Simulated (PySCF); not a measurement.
# [Eu(H2O)4]3+: other functionals and bases at one geometry

Aim: see how levels, charges and forces of [Eu(H2O)4]3+ depend on the level of theory. The structure is generated, not taken from experiment.

Computed with PySCF 2.14.0. Level: several levels, as the steps say, no spin–orbit coupling.

2 further runs of the same task are left out: 2 for a known fault of the program.

## Step 1: Where the work starts

13 atoms, charge 3, spin multiplicity 1.

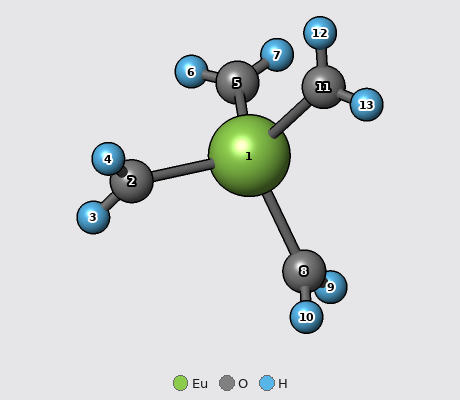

The geometry (europium green, oxygen grey, hydrogen blue); atoms are numbered from 1 in the order of the file.

As a file:

```xyz
13
charge 3, multiplicity 1
Eu    0.0000    0.0000    0.0000
O     1.3856    1.3474    1.2831
H     2.1862    1.0884    1.7925
H     1.3203    2.3162    1.4420
O    -1.3856   -1.2831    1.3474
H    -1.3203   -1.4420    2.3162
H    -2.1862   -1.7925    1.0884
O     1.3856   -1.3474   -1.2831
H     1.3203   -2.3162   -1.4420
H     2.1862   -1.0884   -1.7925
O    -1.3856    1.2831   -1.3474
H    -2.1862    1.7925   -1.0884
H    -1.3203    1.4420   -2.3162
```

Formal oxidation states: Eu +3. Each metal's 6 4f electrons lie in its core potential, so multiplicities, spins and levels count the valence alone. An earlier session relaxed this geometry at PBE0, Eu lcecp-1-SVP with ECP52, O def2-SVP, H def2-SVP (singlet, point group S4).

At PBE0 on the finer grid: E = -339.504425 Eh, HOMO -24.21 eV, LUMO -15.22 eV, Mulliken charge on Eu1 +1.78 e, largest force component 0.007 eV/Å. 

Levels to run: BLYP; wB97X; PBE; BP86; PBE0, TZVP. Hardware: 2 threads of Arm Neoverse V2, shared host.

## Step 2: BLYP

Input file run.py (the lines that set the calculation):

```python
mol = gto.M(atom='''
Eu     0.00000     0.00000     0.00000
O      1.38562     1.34744     1.28312
H      2.18623     1.08845     1.79251
H      1.32028     2.31624     1.44195
O     -1.38563    -1.28312     1.34744
H     -1.32027    -1.44196     2.31624
H     -2.18622    -1.79252     1.08845
O      1.38562    -1.34744    -1.28312
H      1.32028    -2.31624    -1.44195
H      2.18623    -1.08845    -1.79251
O     -1.38563     1.28312    -1.34744
H     -2.18622     1.79252    -1.08845
H     -1.32027     1.44196    -2.31624''',
    basis={'Eu': 'lcecp-1-SVP', 'O': 'def2-SVP', 'H': 'def2-SVP'},
    ecp={'Eu': 'lcecp-1-SVP'},
    charge=3, spin=0)
mf = dft.RKS(mol, xc='BLYP')
mf.grids.atom_grid = (75, 302)  # f atoms: unpruned, at least (60, 302)
mf = mf.density_fit()  # fitting sets: Eu AutoAux, O def2-universal-JKFIT, H def2-universal-JKFIT
mf.conv_tol = 1e-08; mf.max_cycle = 55
mf.kernel(dm0)  # dm0: the density of the relaxed state
```

Started as:

```
$ OMP_NUM_THREADS=2 python run.py
```

The program printed:

```text
init E= -339.732694597129
  HOMO = -0.812560555446795  LUMO = -0.594925756199962  gap/eV = 5.92214
cycle= 1 E= -339.738752170157  delta_E= -0.00606  |g|= 0.0359  |ddm|= 0.307
  HOMO = -0.816710236723521  LUMO = -0.582013449101438  gap/eV = 6.38642
cycle= 2 E= -339.738665926288  delta_E= 8.62e-05  |g|= 0.0448  |ddm|= 0.12
  HOMO = -0.81451571522876  LUMO = -0.587954858149585  gap/eV = 6.16503
cycle= 3 E= -339.739204473009  delta_E= -0.000539  |g|= 0.0164  |ddm|= 0.0555
  HOMO = -0.815978344178141  LUMO = -0.589343356613495  gap/eV = 6.16705
cycle= 4 E= -339.739251184016  delta_E= -4.67e-05  |g|= 0.00239  |ddm|= 0.0118
  HOMO = -0.815742787434322  LUMO = -0.589264493746803  gap/eV = 6.16279
cycle= 5 E= -339.739252280426  delta_E= -1.1e-06  |g|= 0.000154  |ddm|= 0.00162
  HOMO = -0.81572662862809  LUMO = -0.589249387487443  gap/eV = 6.16276
cycle= 6 E= -339.739252284784  delta_E= -4.36e-09  |g|= 7.95e-06  |ddm|= 0.000125
  HOMO = -0.815725855551006  LUMO = -0.58925186098149  gap/eV = 6.16267
Extra cycle  E= -339.739252284758  delta_E= 2.56e-11  |g|= 1.43e-05  |ddm|= 2.27e-05
converged SCF energy = -339.739252284758
```

It took 8.2 s on 2 threads of Arm Neoverse V2, shared host.

It gives: E = -339.739252 Eh, HOMO -22.20 eV, LUMO -16.03 eV, Mulliken charge on Eu1 +1.59 e, largest force component 0.570 eV/Å. 

## Step 3: wB97X

run.py (the lines that set the calculation), as its differences from that of step 2:

```diff
@@ -17,3 +17,3 @@
     charge=3, spin=0)
-mf = dft.RKS(mol, xc='BLYP')
+mf = dft.RKS(mol, xc='WB97X')
 mf.grids.atom_grid = (75, 302)  # f atoms: unpruned, at least (60, 302)
```

Started as:

```
$ OMP_NUM_THREADS=2 python run.py
```

The program printed:

```text
init E= -339.7644816516
  HOMO = -0.984832161123105  LUMO = -0.472882303387253  gap/eV = 13.93087
cycle= 1 E= -339.765811758041  delta_E= -0.00133  |g|= 0.016  |ddm|= 0.0837
  HOMO = -0.983206301497285  LUMO = -0.476247454726105  gap/eV = 13.79505
cycle= 2 E= -339.765872533275  delta_E= -6.08e-05  |g|= 0.0112  |ddm|= 0.024
  HOMO = -0.984882392374045  LUMO = -0.476123768077904  gap/eV = 13.84403
cycle= 3 E= -339.765896320371  delta_E= -2.38e-05  |g|= 0.00323  |ddm|= 0.00809
  HOMO = -0.984551465147508  LUMO = -0.476053089971997  gap/eV = 13.83695
cycle= 4 E= -339.765899018942  delta_E= -2.7e-06  |g|= 0.000308  |ddm|= 0.00343
  HOMO = -0.984555833627947  LUMO = -0.476155087601854  gap/eV = 13.83429
cycle= 5 E= -339.765899059362  delta_E= -4.04e-08  |g|= 6.3e-05  |ddm|= 0.000557
  HOMO = -0.984549287311835  LUMO = -0.4761449555526  gap/eV = 13.83439
cycle= 6 E= -339.765899062584  delta_E= -3.22e-09  |g|= 8.56e-06  |ddm|= 0.000171
  HOMO = -0.984549955425388  LUMO = -0.476143224839101  gap/eV = 13.83445
Extra cycle  E= -339.765899062638  delta_E= -5.37e-11  |g|= 4.26e-06  |ddm|= 1.63e-05
converged SCF energy = -339.765899062638
```

Wall time 10 s (2 threads of Arm Neoverse V2, shared host).

It gives: E = -339.765899 Eh, HOMO -26.79 eV, LUMO -12.96 eV, Mulliken charge on Eu1 +1.79 e, largest force component 0.054 eV/Å. 

## Step 4: PBE

run.py (the lines that set the calculation), as its differences from that of step 3:

```diff
@@ -17,3 +17,3 @@
     charge=3, spin=0)
-mf = dft.RKS(mol, xc='WB97X')
+mf = dft.RKS(mol, xc='PBE')
 mf.grids.atom_grid = (75, 302)  # f atoms: unpruned, at least (60, 302)
```

Started as:

```
$ OMP_NUM_THREADS=2 python run.py
```

The program printed:

```text
init E= -339.509803062104
  HOMO = -0.814946229569899  LUMO = -0.600076447524856  gap/eV = 5.84690
cycle= 1 E= -339.512396254708  delta_E= -0.00259  |g|= 0.0716  |ddm|= 0.256
  HOMO = -0.828457291823885  LUMO = -0.585649193698955  gap/eV = 6.60714
cycle= 2 E= -339.509480697167  delta_E= 0.00292  |g|= 0.143  |ddm|= 0.188
  HOMO = -0.819496300015727  LUMO = -0.590645567457788  gap/eV = 6.22735
cycle= 3 E= -339.513727404362  delta_E= -0.00425  |g|= 0.0105  |ddm|=  0.1
  HOMO = -0.820190210957952  LUMO = -0.593379837175156  gap/eV = 6.17182
cycle= 4 E= -339.513767076227  delta_E= -3.97e-05  |g|= 0.00139  |ddm|= 0.0169
  HOMO = -0.82007554013476  LUMO = -0.593383488371664  gap/eV = 6.16860
cycle= 5 E= -339.513767455335  delta_E= -3.79e-07  |g|= 0.000134  |ddm|= 0.00105
  HOMO = -0.820061297185865  LUMO = -0.59337236716522  gap/eV = 6.16852
cycle= 6 E= -339.513767458555  delta_E= -3.22e-09  |g|= 1.81e-06  |ddm|= 9.43e-05
  HOMO = -0.820061369968507  LUMO = -0.593372784444913  gap/eV = 6.16851
Extra cycle  E= -339.513767458557  delta_E= -2.73e-12  |g|= 1.3e-06  |ddm|= 3.86e-06
converged SCF energy = -339.513767458557
```

Run time: 8.3 s. Hardware: 2 threads of Arm Neoverse V2, shared host.

Result: E = -339.513767 Eh, HOMO -22.32 eV, LUMO -16.15 eV, Mulliken charge on Eu1 +1.60 e, largest force component 0.472 eV/Å. 

## Step 5: BP86

run.py (the lines that set the calculation), as its differences from that of step 4:

```diff
@@ -17,3 +17,3 @@
     charge=3, spin=0)
-mf = dft.RKS(mol, xc='PBE')
+mf = dft.RKS(mol, xc='B88,P86')
 mf.grids.atom_grid = (75, 302)  # f atoms: unpruned, at least (60, 302)
```

Started as:

```
$ OMP_NUM_THREADS=2 python run.py
```

The program printed:

```text
init E= -339.887223551326
  HOMO = -0.819957944953831  LUMO = -0.603402440483285  gap/eV = 5.89278
cycle= 1 E= -339.889929941188  delta_E= -0.00271  |g|= 0.0636  |ddm|= 0.242
  HOMO = -0.831101886637528  LUMO = -0.588887219177628  gap/eV = 6.59100
cycle= 2 E= -339.887790248192  delta_E= 0.00214  |g|= 0.124  |ddm|= 0.171
  HOMO = -0.823438506048069  LUMO = -0.593840213016996  gap/eV = 6.24769
cycle= 3 E= -339.891017480884  delta_E= -0.00323  |g|= 0.0106  |ddm|= 0.0895
  HOMO = -0.824247252456127  LUMO = -0.596518884192734  gap/eV = 6.19680
cycle= 4 E= -339.891054907707  delta_E= -3.74e-05  |g|= 0.00116  |ddm|= 0.0161
  HOMO = -0.824161947880062  LUMO = -0.596542724895048  gap/eV = 6.19383
cycle= 5 E= -339.891055177626  delta_E= -2.7e-07  |g|= 0.000112  |ddm|= 0.000951
  HOMO = -0.824150732113187  LUMO = -0.59653398960477  gap/eV = 6.19377
cycle= 6 E= -339.891055179861  delta_E= -2.23e-09  |g|= 2.82e-06  |ddm|= 7.98e-05
  HOMO = -0.824151298815255  LUMO = -0.596534361448013  gap/eV = 6.19377
Extra cycle  E= -339.891055179859  delta_E= 1.71e-12  |g|= 3.88e-06  |ddm|= 4.54e-06
converged SCF energy = -339.891055179859
```

Wall time 8.3 s (2 threads of Arm Neoverse V2, shared host).

Result: E = -339.891055 Eh, HOMO -22.43 eV, LUMO -16.23 eV, Mulliken charge on Eu1 +1.62 e, largest force component 0.529 eV/Å. 

## Step 6: PBE0, TZVP

Basis: Eu lcecp-1-TZVP with ECP52, O def2-TZVP, H def2-TZVP. 

run.py (the lines that set the calculation), as its differences from that of step 5:

```diff
@@ -14,6 +14,6 @@
 H     -1.32027     1.44196    -2.31624''',
-    basis={'Eu': 'lcecp-1-SVP', 'O': 'def2-SVP', 'H': 'def2-SVP'},
-    ecp={'Eu': 'lcecp-1-SVP'},
+    basis={'Eu': 'lcecp-1-TZVP', 'O': 'def2-TZVP', 'H': 'def2-TZVP'},
+    ecp={'Eu': 'lcecp-1-TZVP'},
     charge=3, spin=0)
-mf = dft.RKS(mol, xc='B88,P86')
+mf = dft.RKS(mol, xc='PBE0')
 mf.grids.atom_grid = (75, 302)  # f atoms: unpruned, at least (60, 302)
@@ -21,2 +21,2 @@
 mf.conv_tol = 1e-08; mf.max_cycle = 55
-mf.kernel(dm0)  # dm0: the density of the relaxed state
+mf.kernel(dm0)  # dm0: free metal ions and neutral atoms
```

Started as:

```
$ OMP_NUM_THREADS=2 python run.py
```

The program printed:

```text
init E= -330.483472208653
  HOMO = -1.24015725431631  LUMO = -0.69957730124956  gap/eV = 14.70993
cycle= 1 E= -338.093764247561  delta_E= -7.61  |g|= 3.42  |ddm|= 2.45
  HOMO = -0.548480647096765  LUMO = -0.492589533268269  gap/eV = 1.52087
cycle= 2 E= -333.887804838623  delta_E= 4.21  |g|= 5.25  |ddm|= 3.68
  HOMO = -0.913369806989719  LUMO = -0.485341602559621  gap/eV = 11.64724
cycle= 3 E= -339.772233726488  delta_E= -5.88  |g|= 0.594  |ddm|=    3
  HOMO = -0.90109409169101  LUMO = -0.591572520953436  gap/eV = 8.42251
cycle= 4 E= -339.858941566832  delta_E= -0.0867  |g|= 0.134  |ddm|= 0.775
  HOMO = -0.888205020643448  LUMO = -0.555618408628779  gap/eV = 9.05014
cycle= 5 E= -339.862800348584  delta_E= -0.00386  |g|= 0.0144  |ddm|= 0.133
  HOMO = -0.889861414738935  LUMO = -0.556516913991158  gap/eV = 9.07077
cycle= 6 E= -339.862839690261  delta_E= -3.93e-05  |g|= 0.00115  |ddm|= 0.00899
  HOMO = -0.890015397038831  LUMO = -0.556769536237866  gap/eV = 9.06808
cycle= 7 E= -339.862840176518  delta_E= -4.86e-07  |g|= 0.000282  |ddm|= 0.00263
  HOMO = -0.889989430690182  LUMO = -0.55672217283741  gap/eV = 9.06866
cycle= 8 E= -339.862840194878  delta_E= -1.84e-08  |g|= 3.92e-05  |ddm|= 0.000301
  HOMO = -0.88999049197432  LUMO = -0.556732259835765  gap/eV = 9.06842
cycle= 9 E= -339.862840195384  delta_E= -5.05e-10  |g|= 9.75e-06  |ddm|= 5.03e-05
  HOMO = -0.889988865174677  LUMO = -0.556731691278061  gap/eV = 9.06839
Extra cycle  E= -339.862840195371  delta_E= 1.25e-11  |g|= 1.34e-05  |ddm|= 9.9e-06
converged SCF energy = -339.862840195371
```

Run time: 35 s. Hardware: 2 threads of Arm Neoverse V2, shared host.

It gives: E = -339.862840 Eh, HOMO -24.22 eV, LUMO -15.15 eV, Mulliken charge on Eu1 +2.10 e, largest force component 0.246 eV/Å. 

## Step 7: All levels side by side

| level | state | HOMO (eV) | gap (eV) | charge on Eu1 (e) | dipole (D) | largest force (eV/Å) | basis functions | time |
| --- | --- | --- | --- | --- | --- | --- | --- | --- |
| PBE0 (relaxed here) | singlet | -24.21 | 8.98 | 1.78 | 0.00 | 0.01 | 129 | 26 s |
| BLYP | singlet | -22.20 | 6.16 | 1.59 | 0.00 | 0.57 | 129 | 8.2 s |
| wB97X | singlet | -26.79 | 13.83 | 1.79 | 0.00 | 0.05 | 129 | 10 s |
| PBE | singlet | -22.32 | 6.17 | 1.60 | 0.00 | 0.47 | 129 | 8.3 s |
| BP86 | singlet | -22.43 | 6.19 | 1.62 | 0.00 | 0.53 | 129 | 8.3 s |
| PBE0, TZVP | singlet | -24.22 | 9.07 | 2.10 | 0.00 | 0.25 | 219 | 35 s |

Times are on 2 threads of Arm Neoverse V2, shared host; the first row also made further properties. The dipole of a charged species depends on the origin, so these sizes hold for this origin alone.

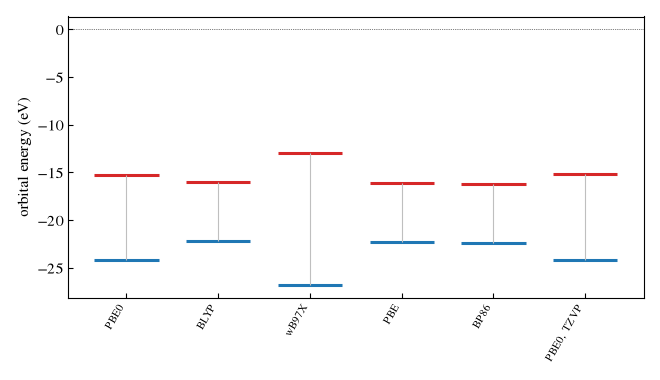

Highest filled and lowest empty level, method by method.

In one basis the HOMO–LUMO gap runs from 6.16 eV (BLYP) to 13.83 eV (wB97X). The largest leftover force, 0.57 eV/Å with BLYP, stands at a geometry relaxed at another level. The Mulliken charge on Eu spans +1.59 to +2.10 e over the levels. With 4f in the core, its levels are missing from HOMO and gap. Total energies of different levels can't be compared. Spin–orbit coupling is left out throughout.
